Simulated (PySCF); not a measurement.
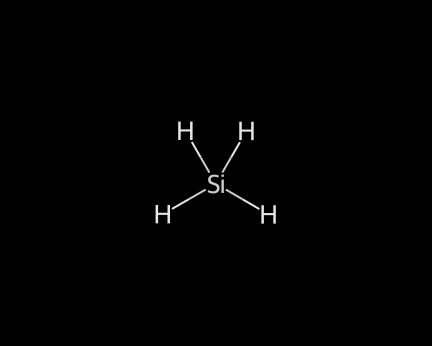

The geometry was computed by an optimisation with PBE0-D3(BJ)/def2-SVP. No frequency run is at hand to confirm it as a minimum. Program: PySCF 2.14.0.

Tabulate HOMO energy (eV), HOMO–LUMO gap (eV) at these levels: B3LYP/pcSseg-2; B97-D/pcSseg-2; BLYP/pcSseg-2; BP86/pcSseg-2; KT2/pcSseg-2; KT3/pcSseg-2; LDA/pcSseg-2; OPBE/pcSseg-2; PBE/pcSseg-2; PBE0/pcSseg-2; mPW1PW91/pcSseg-2.

```tsv
level	HOMO energy (eV)	HOMO–LUMO gap (eV)
B3LYP/pcSseg-2	−9.64	10.15
B97-D/pcSseg-2	−8.52	8.72
BLYP/pcSseg-2	−8.41	8.49
BP86/pcSseg-2	−8.61	8.69
KT2/pcSseg-2	−8.56	8.65
KT3/pcSseg-2	−8.62	8.62
LDA/pcSseg-2	−8.50	8.45
OPBE/pcSseg-2	−8.49	8.67
PBE/pcSseg-2	−8.50	8.58
PBE0/pcSseg-2	−9.84	10.67
mPW1PW91/pcSseg-2	−9.88	10.68
```
